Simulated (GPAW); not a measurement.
# Dielectric function and optical constants of BaTiO3

Aim: the dielectric function of BaTiO3, and the optical constants that follow from it.

Calculated with GPAW 26.7.0; DFT, LDA, plane-wave PAW (GPAW data sets), scalar-relativistic, RPA, optical limit.

## (1) Starting point

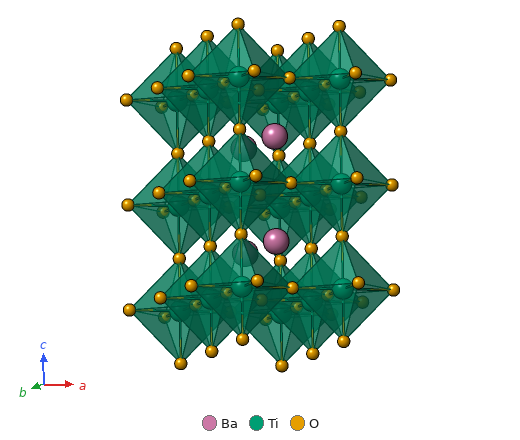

Start, viewed slightly off an axis; barium pink, titanium teal, oxygen orange. 1×2×2 cells are drawn. Some periodic images of atoms are drawn too.

As a file:

```
Ba Ti O
1.0
     4.00600    0.00000    0.00000
     0.00000    4.00600    0.00000
     0.00000    0.00000    4.00600
Ba Ti O
1 1 3
Direct
  0.50000 0.50000 0.50000
  0.00000 0.00000 0.00000
  0.00000 0.00000 0.50000
  0.00000 0.50000 0.00000
  0.50000 0.00000 0.00000
```

## (2) Bands for the response

The response needs many more empty bands than the density does.

This step: DFT, LDA, plane-wave PAW (GPAW data sets), scalar-relativistic, bands at fixed density (GPAW 26.7.0).

Contents of nscf.py:

```python
from ase.dft.bandgap import bandgap
from gpaw import GPAW, FermiDirac

calc = GPAW('gs.gpw').fixed_density(kpts={'size': (8, 8, 8), 'gamma': True}, nbands=74, convergence={'bands': 68},
                                    occupations=FermiDirac(0.001), txt='nscf.txt')
print('gap (eV)', bandgap(calc, output=None)[0])
print('direct gap (eV)', bandgap(calc, direct=True, output=None)[0])
print('top band over the Fermi level (eV)', min(calc.get_eigenvalues(kpt=k)[67] for k in range(len(calc.get_ibz_k_points()))) - calc.get_fermi_level())
calc.write('full.gpw', mode='all')
```

Run with:

```
$ OMP_NUM_THREADS=1 python nscf.py
```

Numbers of over 12 decimals in the logs are rounded to 6 here.

Log:

```text
Diagonalizing LCAO Hamiltonian
Converting LCAO to pw mode
convergence criteria:
- Maximum integral of absolute [eigenst]ate change: 4e-08 eV^2 / valence electron
maximum number of iterations: 150

SCF iterations
|iter     |      energy | eigst |  dens |
|iter:   1||             | +3.53 |       |
|iter:   2||             | +2.37 |       |
|iter:   3||             | +1.31 |       |
|iter:   4||             | +0.41 |       |
|iter:   5||             | -0.27 |       |
|iter:   6||             | -0.83 |       |
|iter:   7||             | -1.38 |       |
|iter:   8||             | -1.88 |       |
|iter:   9||             | -2.42 |       |
|iter:  10||             | -2.97 |       |
|iter:  11||             | -3.55 |       |
|iter:  12||             | -4.11 |       |
|iter:  13||             | -4.69 |       |
|iter:  14||             | -5.24 |       |
|iter:  15||             | -5.82 |       |
|iter:  16||             | -6.35 |       |
|iter:  17||             | -6.88 |       |
|iter:  18||             | -7.27 |       |
|iter:  19||             | -7.65c|       |
SCF steps: 19
  __  _  _
 | _ |_)|_||  |
 |__||  | ||/\| - 26.7.0

Versions:
  Python: 3.12.14
  ASE:    3.29.0
  Numpy:  2.5.5
  Scipy:  1.18.1
  Libxc:  7.0.0

Input parameters:
  mode=PW(ecut=500.0),
  convergence={'bands': 68},
  gpts=array([21, 21, 21]),
  kpts=MonkhorstPack(size=(8, 8, 8), gamma=True),
  maxiter=150,
  nbands=74,
  occupations=Occupations(name='fermi-dirac', width=0.001, fixmagmom=False),
  parallel={},
  xc=XC(name='LDA')

--- standard output ---
gap (eV) 1.692037
direct gap (eV) 1.825307
top band over the Fermi level (eV) 37.722449
```

It took 2.4 min on 1 thread of Arm Neoverse V1, shared host; peak memory 0.25 GiB.

This step gave:

- gap on the k-mesh: 1.692 eV
- direct gap on the mesh: 1.825 eV

## (3) Dielectric function, RPA

Transitions between filled and empty bands, summed over the zone, give the optical response, so mesh, band count and broadening shape it.

The induced potential is part of this response.

This step: DFT, LDA, plane-wave PAW (GPAW data sets), scalar-relativistic, RPA, optical limit (GPAW 26.7.0).

Contents of df.py:

```python
from gpaw.response.df import DielectricFunction

df = DielectricFunction('full.gpw', frequencies={'type': 'nonlinear', 'domega0': 0.03, 'omega2': 8},
                        ecut=50,
                        eta=0.15,
                        nbands=68,
                        txt='df.txt')
for direction in ['x']:
    df.get_dielectric_function(xc='RPA', direction=direction, filename=f'df_{direction}.csv')
```

Run with:

```
$ OMP_NUM_THREADS=1 python df.py
```

Log:

```text
Using integrator: PointIntegrator
NonLinearFrequencyDescriptor(from 0.000 to 99.342 eV, 540 points)
Nonperiodic BCs:  [False False False]
Using integrator: PointIntegrator
NonLinearFrequencyDescriptor(from 0.000 to 99.342 eV, 540 points)
Nonperiodic BCs:  [False False False]

Calculating chi0 body with:
    Ground state adapter containing:
    Number of spins: 1
    Number of kpoints: 512
    Number of irreducible kpoints: 35
    Number of completely occupied states: 20
    Number of partially occupied states: 20

    Linear response parametrization:
    q_c: [0.0, 0.0, 0.0]
    Number of frequency points: 540
    Planewave cutoff: 50.0
    Number of bands: 68
    Number of planewaves: 57
    Broadening (eta): 0.15

Integrating chi0 body.

Symmetries of q_c:
    Direct symmetries (Uq -> q): 48
    Indirect symmetries (TUq -> q): 0
In total 48 allowed symmetries.

35 groups of equivalent kpoints. 93.1640625% reduction.

Integral kind: spectral function

Calculating chi0 optical extensions with:
    Ground state adapter containing:
    Number of spins: 1
    Number of kpoints: 512
    Number of irreducible kpoints: 35
    Number of completely occupied states: 20
    Number of partially occupied states: 20

    Linear response parametrization:
    Number of frequency points: 540
    Planewave cutoff: 50.0
    Number of bands: 68
    Number of planewaves: 57
    Broadening (eta): 0.15
Integrating chi0 head and wings.

Symmetries of q_c:
    Direct symmetries (Uq -> q): 48
    Indirect symmetries (TUq -> q): 0
In total 48 allowed symmetries.

35 groups of equivalent kpoints. 93.1640625% reduction.

Integral kind: spectral function wings
```

Elapsed: 20 s, on 1 thread; peak memory 0.36 GiB.

Read-outs, printed or worked out from the files:

```
electronic dielectric constant ε∞, mean over x, y and z (by symmetry where fewer were run) : 6.321
main peak of Im epsilon, first axis                                                        : 3.957 eV
```

Some rows of df_x.csv (energy; Re and Im without local fields; Re and Im with them):

```text
0.000000, 6.576474, -0.000000, 6.320834, -0.000000
0.429336, 6.627108, 0.036431, 6.369084, 0.034700
0.878195, 6.802435, 0.085429, 6.535940, 0.081200
1.347938, 7.188610, 0.182020, 6.902300, 0.172239
1.840057, 7.938567, 0.714276, 7.610250, 0.671226
2.356191, 8.700230, 1.729552, 8.332006, 1.597165
2.898142, 8.677521, 3.503090, 8.373285, 3.230461
3.467895, 6.875441, 4.782299, 6.767366, 4.529182
4.067647, 4.289378, 7.328075, 4.547396, 7.205715
4.699832, 2.047702, 4.041094, 1.993494, 4.219427
5.367152, 2.849751, 2.639980, 2.665400, 2.770821
6.072622, 3.646590, 2.974577, 3.422214, 3.098854
6.819608, 4.132708, 4.222730, 3.884223, 4.375630
7.611886, 2.577743, 3.997013, 2.077520, 4.032022
8.453705, 2.406123, 4.586803, 1.910563, 4.411631
9.349861, 1.112303, 3.992517, 0.646996, 3.669634
10.305790, 0.636291, 4.058682, 0.511956, 3.614233
11.327680, -0.218551, 2.696664, -0.299021, 2.595235
12.422601, 0.121547, 1.430964, -0.150134, 1.359026
13.598673, 1.147648, 0.950545, 0.765448, 0.853393
```

Values under the direct gap are tails of Lorentzian lines. Table of Im ε, E ∥ x by photon energy; read off at these points:

```csv
photon energy (eV),"Im ε, E ∥ x"
0.0,0
1.0,0.0981
2.0,0.890
3.0,3.70
3.3,5.24
4.0,7.29
5.0,3.77
6.0,3.17
7.0,4.50
7.3,4.94
8.0,3.86
9.0,4.85
10.0,3.75
11.0,2.55
12.0,1.75
13.0,0.951
```

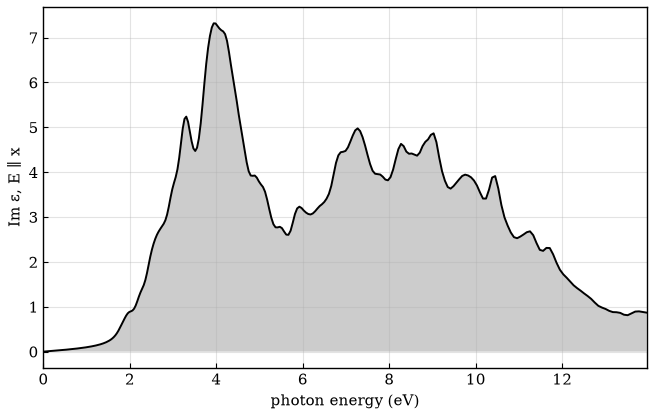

Im ε, E ∥ x against photon energy.

The Re ε, E ∥ x by photon energy:

```csv
photon energy (eV),"Re ε, E ∥ x"
0,6.32
1,6.61
2,7.69
3,8.30
4,5.06
5,2.37
6,3.40
7,3.49
8,2.50
9,1.08
10,0.286
11,-0.0536
12,-0.397
13,0.244
```

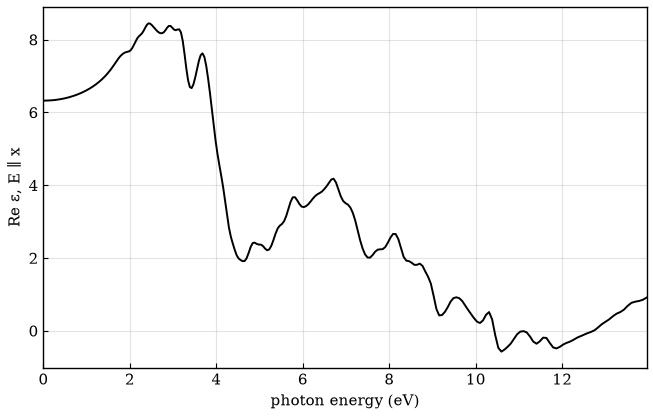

Re ε, E ∥ x, plotted against photon energy.

Refractive index n and extinction k against photon energy:

```csv
photon energy (eV),n,k
0,2.51,0
1,2.57,0.0191
2,2.78,0.160
3,2.95,0.627
4,2.64,1.38
5,1.85,1.02
6,2.01,0.790
7,2.14,1.05
8,1.88,1.02
9,1.74,1.40
10,1.42,1.32
11,1.12,1.14
12,0.837,1.05
13,0.783,0.607
```

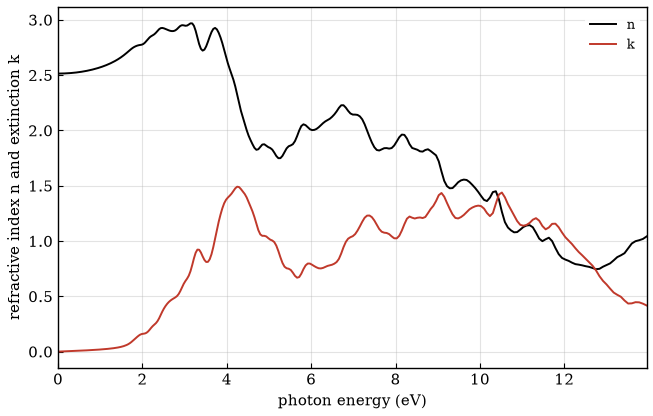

Refractive index n and extinction k, plotted against photon energy.

Values under the direct gap are tails of Lorentzian lines. Table of Im ε, E ∥ x by photon energy; read off at these points:

```csv
photon energy (eV),without local fields,with local fields
0.00,0,0
0.50,0.0430,0.0410
1.00,0.103,0.0981
1.50,0.248,0.234
2.00,0.949,0.890
2.50,2.43,2.24
3.00,4.00,3.70
3.30,5.56,5.24
3.50,4.75,4.49
3.94,7.56,7.32
4.00,7.47,7.29
4.50,5.17,5.39
5.00,3.58,3.77
5.50,2.63,2.76
6.00,3.04,3.17
6.50,3.25,3.34
7.00,4.32,4.50
7.27,4.78,4.97
7.50,4.28,4.37
8.00,3.90,3.86
8.50,4.60,4.42
9.00,5.13,4.85
9.50,4.11,3.71
10.00,4.14,3.75
10.50,3.97,3.71
11.00,2.77,2.55
11.50,2.36,2.26
12.00,1.82,1.75
12.50,1.38,1.30
13.00,1.05,0.951
13.50,0.907,0.813
```

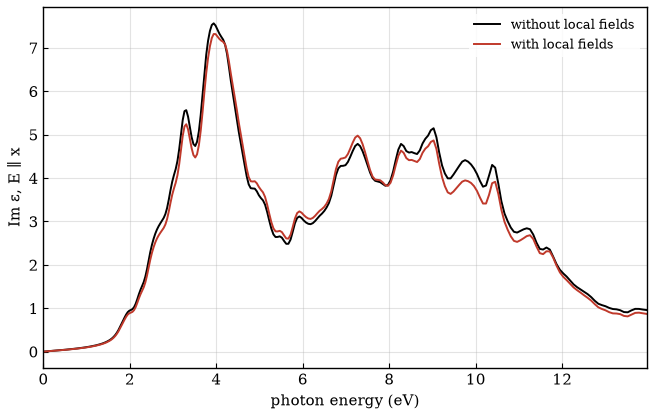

Im ε, E ∥ x against photon energy.

The loss function −Im 1/ε at q → 0, E ∥ x has structure finer than the step of the table below, so its rows give means over 0.5 eV, whole bins alone (the curve runs from 0 to 14.0 eV). Peaks (eV: height): 13.00: 0.986.

Values under the direct gap are tails of Lorentzian lines. Table of loss function −Im 1/ε at q → 0, E ∥ x by energy loss; means over each step:

```csv
energy loss (eV),"loss function −Im 1/ε at q → 0, E ∥ x"
0.5,0.00101
1.0,0.00228
1.5,0.00506
2.0,0.0144
2.5,0.0290
3.0,0.0452
3.5,0.0655
4.0,0.0922
4.5,0.162
5.0,0.194
5.5,0.170
6.0,0.141
6.5,0.126
7.0,0.137
7.5,0.182
8.0,0.182
8.5,0.189
9.0,0.207
9.5,0.254
10.0,0.268
10.5,0.287
11.0,0.381
11.5,0.416
12.0,0.539
12.5,0.769
13.0,0.962
13.5,0.742
```

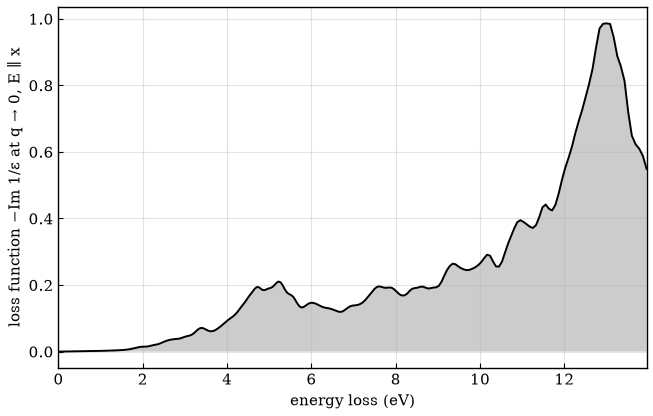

Loss function −Im 1/ε at q → 0, E ∥ x against energy loss.

From ε follow the optical constants at some laser and lamp lines:

```csv
wavelength (nm),n,k,R (%),1/α
1550,2.55,0.014,19.0,8.8 µm
800,2.68,0.049,20.8,1.3 µm
633,2.77,0.155,22.2,324 nm
450,2.90,0.485,24.9,74 nm
365,2.73,0.886,25.7,33 nm
308,2.61,1.393,30.2,18 nm
193,2.10,0.779,17.8,20 nm
```

Below the direct gap, k and the depth come from the tails of the Lorentzian lines, not from transitions.

Rows near the edge hang on the gap, which this functional as a rule makes too small, and phonon-assisted absorption is left out.

## (4) Outcome

* electronic dielectric constant ε∞, mean over x, y and z (by symmetry where fewer were run) (RPA): 6.32
* main peak of Im epsilon, first axis: 3.96 eV

**Reading.** At this level (LDA, RPA) BaTiO3 has ε∞ = 6.32 and n = 2.55 at 1550 nm, and Im ε peaks at 4.0 eV. On the mesh the gap is 1.69 eV and the least direct gap 1.83 eV, so on this mesh the band edges lie at different points. Local fields change the static value along x from 6.58 to 6.32 (-4 %). Distinct maxima of Im ε, read by a parabola through the highest points, lie at 3.29 eV (5.2), 3.96 eV (7.3), 7.26 eV (5.0) and 9.00 eV (4.9). Excitons and phonon-assisted transitions are missing; LDA gaps are as a rule too small, which pulls the onset down and ε∞ up. Spin-orbit coupling is left out although heavy atoms are present. The sum runs over mesh points, so small or evenly spaced maxima can still be ripples of the mesh. In this version of GPAW the matrix elements of the optical limit are incomplete, which can lower ε − 1 by up to a tenth where first-row anions or d states rule, and shift it by more in d metals.

[Machine, clock and banner lines and Python warnings are left out of the logs.]

[Logs are printed without paths, hosts, clocks, repeated set-up lines and the standing remarks that a program may print on its own settings, such as how far it seeks lower states.]

[Hosts, paths, dates, database ids (printed as entryN), source tags and the programs' standing remarks are cut or masked in the printed files.]
